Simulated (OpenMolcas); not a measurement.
# Ru⁵⁺ among point charges: CASSCF and CASPT2 levels and susceptibility

Aim: the splitting of the states of Ru⁵⁺ in the field of 8 point charges, its lowest levels with spin-orbit coupling and its magnetic susceptibility.

The numbers are computed with OpenMolcas 26.06 (state-averaged CASSCF and CASPT2, spin-orbit coupling by RASSI with atomic mean-field integrals), except any that are marked as measured or tabulated.

**1. What is computed**

- Species: Ru⁵⁺ (ruthenium, Z = 44, 39 electrons)
- Basis: ANO-RCC-VDZP [6s5p3d1f], 43 functions
- Scalar Hamiltonian: DKH2, point nucleus
- Inactive shells: 1s 2s 2p 3s 3p 3d 4s 4p
- Active space: 3 electrons in 5 orbitals (4d)
- Some configurations of this space: 4d³
- Orbitals: optimised for each spin and parity, averaged over all roots

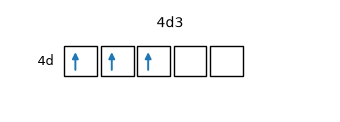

The shells outside the core, filled by Hund's rule for the drawing.

The ion sits among 8 point charges of -1.2 e arranged as a cube (Oh), 2.27 Å from the ion.

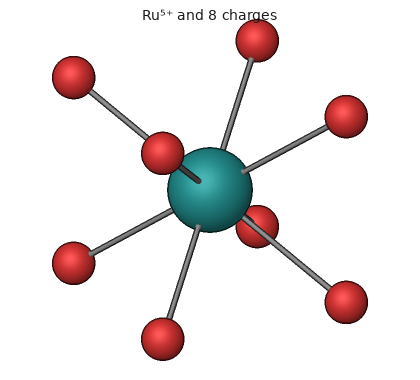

The ion and the point charges (red).

Each step is its own input file, run in one work folder so that later steps find the files of earlier ones. Labels, J, g values, rates, χT and fits are worked out afterwards by a script from the matrices that RASSI stores. The input lists half of the charges; inversion (Group=XYZ) makes the rest.

**2. Basis and integrals**

Contents of a.inp:

```
&GATEWAY
Coord
1

Ru 0.0 0.0 0.0
Basis=ANO-RCC-VDZP
Group=XYZ
NoMove
AngMom=0.0 0.0 0.0
AMFI
XField
4 Angstrom 0
1.310585 1.310585 1.310585 -1.200000
1.310585 1.310585 -1.310585 -1.200000
1.310585 -1.310585 1.310585 -1.200000
1.310585 -1.310585 -1.310585 -1.200000
&SEWARD
```

Launch:

```bash
$ OMP_NUM_THREADS=1 MOLCAS_MEM=1689 MOLCAS_PROJECT=a pymolcas a.inp > a.log
```

Output:

```text
Basis set label: RU.ANO-RCC...6S5P3D1F.

      Electronic valence basis set:
      ------------------
      Associated Effective Charge  44.000000 au
      Associated Actual Charge     44.000000 au
      Nuclear Model: Point charge

      Shell  nPrim  nBasis  Cartesian Spherical Contaminant
         s      21       6        X
         p      18       5        X
         d      13       3                 X
         f       6       1                 X
                  Relativistic Douglas-Kroll-Hess integrals:
                    - DKH order of Hamiltonian: 2
                    - DKH order of Properties : 0
                  Atomic mean-field integrals
```

**3. CASSCF: quartets of even parity, 10 roots**

Contents of a.inp:

```
&RASSCF
FileOrb=start.orb
Symmetry=1
Spin=4
nActEl=3 0 0
Inactive=9 9
Ras2=5 0
CIRoot=10 10 1
SDav=10
CIMx=300
Iter=120 100
PrWF=0.3
OrbListing=Nothing
MaxOrb=0
>>> COPY $Project.JobIph JOB001
```

Launch:

```bash
$ OMP_NUM_THREADS=1 MOLCAS_MEM=1689 MOLCAS_PROJECT=a pymolcas a.inp > a.log
```

start.orb holds the contracted functions of the basis, ordered by shell, or the orbitals of the step before.

Output (excerpt; [...] marks lines left out):

```text
[...]
      Number of active orbitals                  5
[...]
      Spin quantum number                      1.5
[...]
      Active orbitals                            5   0
[...]
      Number of CSFs                            10
      Number of root(s) required                10
[...]
      Convergence after  7 iterations
[...]
      Natural orbitals and occupation numbers for root  1
      sym 1:   0.127201   0.127201   1.000000   0.872799   0.872799
      Natural orbitals and occupation numbers for root  2
      sym 1:   1.000000   0.064375   0.935625   0.064375   0.935625
      Natural orbitals and occupation numbers for root  3
      sym 1:   0.066565   0.933435   1.000000   0.066565   0.933435
::    RASSCF root number  1 Total energy:  -4532.93689163
::    RASSCF root number  2 Total energy:  -4532.93689163
::    RASSCF root number  3 Total energy:  -4532.93689163
[...]
::    RASSCF root number  7 Total energy:  -4532.92155413
::    RASSCF root number  8 Total energy:  -4532.86309114
::    RASSCF root number  9 Total energy:  -4532.86309114
::    RASSCF root number 10 Total energy:  -4532.86309114
```

**4. Reference wave functions, doublets of even parity, 40 roots**

Contents of a.inp:

```
&RASSCF
FileOrb=start.orb
Symmetry=1
Spin=2
nActEl=3 0 0
Inactive=9 9
Ras2=5 0
CIRoot=40 40 1
SDav=40
CIMx=300
Iter=120 100
PrWF=0.3
OrbListing=Nothing
MaxOrb=0
>>> COPY $Project.JobIph JOB002
```

Output (excerpt; [...] marks lines left out):

```text
[...]
      Number of active orbitals                  5
[...]
      Spin quantum number                      0.5
[...]
      Active orbitals                            5   0
[...]
      Number of CSFs                            40
      Number of root(s) required                40
[...]
      Convergence after  6 iterations
[...]
      Natural orbitals and occupation numbers for root  1
      sym 1:   0.204804   0.287296   1.428541   0.834298   0.245061
      Natural orbitals and occupation numbers for root  2
      sym 1:   0.204145   0.286637   1.428541   0.834298   0.246380
      Natural orbitals and occupation numbers for root  3
      sym 1:   0.412040   0.545872   0.878603   0.685917   0.477567
::    RASSCF root number  1 Total energy:  -4532.86234351
::    RASSCF root number  2 Total energy:  -4532.86234351
::    RASSCF root number  3 Total energy:  -4532.85992461
[...]
::    RASSCF root number 27 Total energy:  -4532.82295125
::    RASSCF root number 28 Total energy:  -4532.82295125
::    RASSCF root number 29 Total energy:  -4532.76723956
::    RASSCF root number 30 Total energy:  -4532.76723956
```

**5. RASSI: spin-orbit coupling between the states**

Contents of a.inp:

```
&RASSI
NrOfJobIphs=2 10 40
1 2 3 4 5 6 7 8 9 10
1 2 3 4 5 6 7 8 9 10 11 12 13 14 15 16 17 18 19 20 21 22 23 24 25 26 27
28 29 30 31 32 33 34 35 36 37 38 39 40
IphNames
JOB001
JOB002
EJob
SpinOrbit
DIPRint=1.0
SOCoupling=1000.0
Subsets=2
Property=9
'ANGMOM' 1 'ANGMOM' 2 'ANGMOM' 3 'MLTPL  1' 1 'MLTPL  1' 2 'MLTPL  1' 3
'AMFI' 1 'AMFI' 2 'AMFI' 3
SOProperty=3
'ANGMOM' 1 'ANGMOM' 2 'ANGMOM' 3
```

Output (excerpt; [...] marks lines left out):

```text
SPIN-FREE ENERGIES:
  (Shifted by EMIN (a.u.) =      -4532.9368916269)
 SF State       Relative EMIN(au)   Rel lowest level(eV)    D:o, cm**(-1)      L_eff
     1             0.0000000000        0.0000000000              0.0000         3.0
     2             0.0000000000        0.0000000000              0.0000         3.0
     3             0.0000000000        0.0000000000              0.0000         3.0
     4             0.0068938619        0.1875915389           1513.0278         3.0
     5             0.0068938619        0.1875915389           1513.0278         3.0
     6             0.0068938619        0.1875915389           1513.0278         3.0
     7             0.0153374922        0.4173544249           3366.1905         3.0
     8             0.0738004859        2.0082135267          16197.3344         1.0
     9             0.0738004859        2.0082135267          16197.3344         1.0
    10             0.0738004859        2.0082135267          16197.3344         1.0
[...]
Eigenvalues of complex Hamiltonian:
   -----------------------------------
  (Shifted by EMIN (a.u.) =      -4532.9368916269)
 SO State       Relative EMIN(au)   Rel lowest level(eV)    D:o, cm**(-1)     J-value
     1            -0.0118295462        0.0000000000              0.0000         1.1
     2            -0.0118295462        0.0000000000              0.0000         1.6
     3            -0.0118295462        0.0000000001              0.0000         1.0
     4            -0.0118295462        0.0000000000              0.0000         1.6
     5            -0.0070450289        0.1301933489           1050.0802         2.0
     6            -0.0070450289        0.1301933489           1050.0802         2.0
     7            -0.0030512967        0.2388683368           1926.6031         2.4
     8            -0.0030512967        0.2388683369           1926.6031         1.8
     9            -0.0030512967        0.2388683368           1926.6031         2.4
    10            -0.0030512967        0.2388683369           1926.6031         1.8
    11             0.0040836656        0.4330205530           3492.5463         2.9
[...]
```

These steps took 10 s in all on 1 thread of Intel Xeon Platinum 8559C (Emerald Rapids), shared host.

States without spin-orbit coupling:

| state | degeneracy | E (cm-1) | free-ion L (%) |
| --- | --- | --- | --- |
| 4T1 | 3 | 0 | F (100) |
| 4T2 | 3 | 1513 | F (100) |
| 4A2 | 1 | 3366 | F (100) |
| 4T1 | 3 | 16197 | P (100) |
| 2E | 2 | 16361 | G (84) |
| 2T2 | 3 | 16892 | G (98) |
| 2T1 | 3 | 17198 | G (92) |
| 2A1 | 1 | 17848 | G (100) |
| 2T1 | 3 | 21584 | P (65) |
| 2T1 | 3 | 22176 | H (95) |
| 2T2 | 3 | 22320 | H (88) |
| 2E | 2 | 22674 | H (88) |
| 2T1 | 3 | 23802 | H (63) |
| 2E | 2 | 24749 | D (94) |
| 2T2 | 3 | 25007 | D (87) |
| 2T1 | 3 | 37234 | F (99) |
| 2T2 | 3 | 37340 | F (100) |
| 2A2 | 1 | 37736 | F (100) |
| 2T2 | 3 | 58479 | D (100) |
| 2E | 2 | 58771 | D (100) |

With spin-orbit coupling:

```
E (cm-1)  Degeneracy  Label  2S+1               g
     0.0           4     Γ8     4                
    1050           2     Γ7     4  1.97 1.97 1.97
    1927           4     Γ8     4                
    3493           2     Γ6     4  0.81 0.81 0.81
    3580           4     Γ8     4                
    3659           2     Γ7     4  3.96 3.96 3.96
    4965           2     Γ6     4  2.79 2.79 2.79
    5376           4     Γ8     4                
    6835           4     Γ8     4                
   16959           4     Γ8     4                
   17077           2     Γ6     4  2.53 2.53 2.53
   18086           4     Γ8     2                
   18391           2     Γ7     2  2.58 2.58 2.58
   18793           2     Γ6     2  1.01 1.01 1.01
   19298           4     Γ8     4                
   19314           2     Γ7     4  2.62 2.62 2.62
   19402           4     Γ8     2                
   19959           2     Γ6     2  2.80 2.80 2.80
   20275           4     Γ8     2                
   23861           4     Γ8     2                
   24037           2     Γ6     2  1.21 1.21 1.21
   24595           4     Γ8     2                
   25277           4     Γ8     2                
   25376           2     Γ6     2  3.60 3.60 3.60
```

Principal g values are given for doublets only; a zero marks a field direction without first-order Zeeman splitting.

Powder χT (cm³ K/mol): 0.09 at 2 K, 0.09 at 5 K, 0.09 at 10 K, 0.10 at 20 K, 0.11 at 50 K, 0.12 at 100 K, 0.14 at 150 K, 0.16 at 200 K, 0.18 at 250 K, 0.20 at 300 K.

A ligand-field fit to the states below 45000 cm-1 gives 10Dq = -1895 cm-1, B = 996 cm-1 and C = 4090 cm-1 (C/B = 4.10), with a deviation of 29 cm-1.

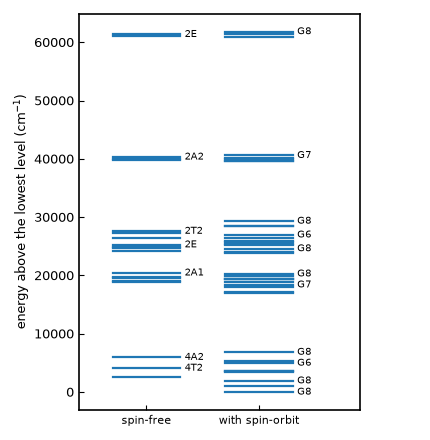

The states in the field without (left) and with (right) spin-orbit coupling.

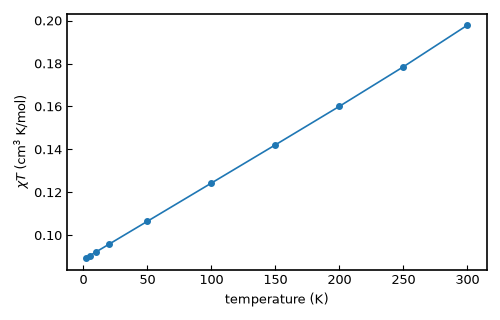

χT against temperature.

Orbitals of the lowest block (energies include the constant potential of the surroundings):

| shell | space | energy (hartree) | mean occupation | ⟨r²⟩ (bohr²) |
| --- | --- | --- | --- | --- |
| 1s | inactive | -817.2050 | 2.000 | 0.00147 |
| 2s | inactive | -120.8139 | 2.000 | 0.0248 |
| 2p | inactive | -108.0661 | 6.000 | 0.0196 |
| 3s | inactive | -22.8620 | 2.000 | 0.183 |
| 3p | inactive | -18.5501 | 6.000 | 0.186 |
| 3d | inactive | -11.5892 | 10.000 | 0.175 |
| 4s | inactive | -3.7002 | 2.000 | 1.16 |
| 4p | inactive | -2.3434 | 6.000 | 1.34 |
| 4d | RAS2 |  | 3.000 | 1.99 |

**6. CASPT2: IPEA 0.25, imaginary shift 0.1 (closed shells correlated: 4s 4p)**

Contents of a.inp:

```
>>> COPY JOB001 $Project.JobIph
&CASPT2
Multistate=10 1 2 3 4 5 6 7 8 9 10
NoMult
Frozen=8 6
IPEA=0.25
Imaginary=0.1
MaxIter=60
WThr=0.0 0.3 0.05
PrWF=0.5
NoMix
>>> COPY JOB002 $Project.JobIph
&CASPT2
Multistate=40 1 2 3 4 5 6 7 8 9 10 11 12 13 14 15 16 17 18 19 20 21 22
23 24 25 26 27 28 29 30 31 32 33 34 35 36 37 38 39 40
NoMult
Frozen=8 6
IPEA=0.25
Imaginary=0.1
MaxIter=60
WThr=0.0 0.3 0.05
PrWF=0.5
NoMix
```

Launch:

```bash
$ OMP_NUM_THREADS=1 MOLCAS_MEM=1689 MOLCAS_PROJECT=a pymolcas a.inp > a.log
```

Output (excerpt; [...] marks lines left out):

```text
[...]
      Active orbitals                            5   0
[...]
      E2 (Variational):          -0.1961597538
      Total energy:           -4533.1330513807
[...]
::    CASPT2 Root  1     Total energy:  -4533.13305138
::    CASPT2 Root  2     Total energy:  -4533.13232614
[...]
::    CASPT2 Root 27     Total energy:  -4533.03299807
::    CASPT2 Root 28     Total energy:  -4533.03295030
::    CASPT2 Root 29     Total energy:  -4532.98163890
::    CASPT2 Root 30     Total energy:  -4532.98166159
```

This run took 2.4 s in all on 1 thread of Intel Xeon Platinum 8559C (Emerald Rapids), shared host.

SS-CASPT2: lowest energy less the reference's lowest, -0.1957 hartree; reference weights 0.956 to 0.964.

States without spin-orbit coupling:

| state | degeneracy | E (cm-1) | free-ion L (%) |
| --- | --- | --- | --- |
| 4T1 | 3 | 0 | F (100) |
| 4T2 | 3 | 1639 | F (100) |
| 4A2 | 1 | 3695 | F (100) |
| 4T1 | 3 | 13704 | P (100) |
| 2E | 2 | 15062 | G (84) |
| 2T2 | 3 | 15140 | G (98) |
| 2T1 | 3 | 15535 | G (92) |
| 2A1 | 1 | 16020 | G (100) |
| 2T1 | 3 | 19309 | P (65) |
| 2T2 | 3 | 20768 | H (88) |
| 2T1 | 3 | 20870 | H (95) |
| 2E | 2 | 21415 | H (88) |
| 2E | 2 | 21425 | D (94) |
| 2T2 | 3 | 21859 | D (87) |
| 2T1 | 3 | 22326 | H (63) |
| 2T1 | 3 | 33124 | F (99) |
| 2T2 | 3 | 33202 | F (100) |
| 2A2 | 1 | 33564 | F (100) |
| 2T2 | 3 | 52092 | D (100) |
| 2E | 2 | 52428 | D (100) |

With spin-orbit coupling:

| E (cm-1) | Degeneracy | Label | 2S+1 | g |
| --- | --- | --- | --- | --- |
| 0 | 4 | Γ8 | 4 |  |
| 1060 | 2 | Γ7 | 4 | 1.96 1.96 1.96 |
| 1990 | 4 | Γ8 | 4 |  |
| 3540 | 2 | Γ6 | 4 | 0.46 0.46 0.46 |
| 3680 | 4 | Γ8 | 4 |  |
| 3760 | 2 | Γ7 | 4 | 3.94 3.94 3.94 |
| 5010 | 2 | Γ6 | 4 | 2.44 2.44 2.44 |
| 5440 | 4 | Γ8 | 4 |  |
| 7050 | 4 | Γ8 | 4 |  |
| 14560 | 4 | Γ8 | 4 |  |
| 14620 | 2 | Γ6 | 4 | 2.55 2.55 2.55 |
| 16580 | 4 | Γ8 | 2 |  |
| 16630 | 2 | Γ7 | 2 | 1.96 1.96 1.96 |
| 16830 | 4 | Γ8 | 4 |  |
| 16840 | 2 | Γ7 | 4 | 1.99 1.99 1.99 |
| 17130 | 2 | Γ6 | 2 | 1.18 1.18 1.18 |
| 17840 | 4 | Γ8 | 2 |  |
| 18150 | 2 | Γ6 | 2 | 2.94 2.94 2.94 |
| 18740 | 4 | Γ8 | 2 |  |
| 21270 | 4 | Γ8 | 2 |  |
| 21850 | 2 | Γ6 | 2 | 1.32 1.32 1.32 |
| 23180 | 4 | Γ8 | 2 |  |
| 23550 | 4 | Γ8 | 2 |  |
| 24070 | 2 | Γ6 | 2 | 3.51 3.51 3.51 |

Powder χT (cm³ K/mol): 0.09 at 2 K, 0.09 at 5 K, 0.09 at 10 K, 0.10 at 20 K, 0.11 at 50 K, 0.13 at 100 K, 0.14 at 150 K, 0.16 at 200 K, 0.18 at 250 K, 0.20 at 300 K.

A ligand-field fit to the states below 45000 cm-1 gives 10Dq = -1851 cm-1, B = 858 cm-1 and C = 3799 cm-1 (C/B = 4.43), with a deviation of 398 cm-1.

**7. The methods side by side**

A. CASSCF
B. SS-CASPT2, IPEA 0.25, imaginary shift 0.1 (closed shells correlated: 4s 4p)

| method | ground state | first state of that spin (cm-1) | first gap with spin-orbit (cm-1) | χT at 300 K |
| --- | --- | --- | --- | --- |
| A | 4T1 | 4T2 1513 | 1050.1 | 0.20 |
| B | 4T1 | 4T2 1639 | 1056.5 | 0.20 |

**8. Outcome**

| quantity | value |
| --- | --- |
| method | SS-CASPT2, IPEA 0.25, imaginary shift 0.1 (closed shells correlated: 4s 4p) |
| spin-free ground state | 4T1, 3-fold in its orbital part |
| first state of the same spin within the active space | 4T2 at 1640 cm⁻¹ |
| lowest level | 4-fold Γ8 |
| next level | 1056.5 cm⁻¹ |
| χT at 300 K | 0.20 cm³ K/mol |
| effective moment at 300 K | 1.26 μB |

Cost by method:

| method | time of its own steps | time with the reference |
| --- | --- | --- |
| A. CASSCF | 10 s | 10 s |
| B. SS-CASPT2, IPEA 0.25, imaginary shift 0.1, +4s 4p | 2.4 s | 12 s |

Times are of one thread on a shared host.

In words: The spin-free ground state (4T1) comes to 100 % from free-ion F terms and keeps the highest spin of the shell. χT at 300 K is 0.20, against 1.88 cm³ K/mol for the spin alone, so spin-orbit coupling lowers it. A ligand-field fit to the states below 45000 cm-1 gives 10Dq = -1851 cm-1, B = 858 cm-1 and C = 3799 cm-1 (C/B = 4.43), with a deviation of 398 cm-1. CASPT2 does not keep the components of a term degenerate, and the means are used. The field of point charges can differ much from that of real complexes. Point charges carry no covalency, so the field is a model and not that of real ligands.
